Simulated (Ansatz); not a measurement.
System: Mo$_{5}$W.

```
Mo W
1.0
     3.16414    0.00000    0.00000
     0.00000    3.16414    0.00000
     0.00000    0.00000    9.49516
Mo W
5 1
Direct
  0.00000 0.00000 0.66608
  0.50000 0.50000 0.83288
  0.50000 0.50000 0.16712
  0.00000 0.00000 0.33392
  0.50000 0.50000 0.50000
  0.00000 0.00000 0.00000
```

Space group P4/mmm; a structure generated by program, which may or may not match a known phase; computed without spin polarisation.

All numbers below come from Ansatz, DFT PBE, scalar-relativistic, plane waves, PAW.

Question: What will maps of the valence pseudo-density and electron localisation function show?

Answer: Mo–Mo (2.74 Å): ρ is about 0.37 e/Å³ halfway; the ELF is about 0.30 at the midpoint.
Mo–W (2.74 Å): ρ is about 0.39 e/Å³ halfway; the ELF is about 0.35 at the midpoint.
Bader's partition of the density gives Mo +0.01 and W −0.07 e.

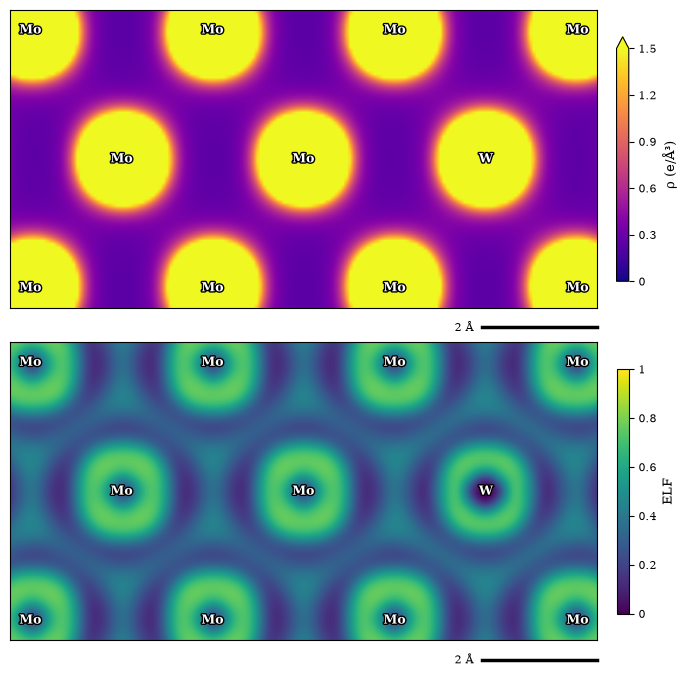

Computed valence pseudo-density and electron localisation function on the (110) plane of the conventional cell, in this order. 
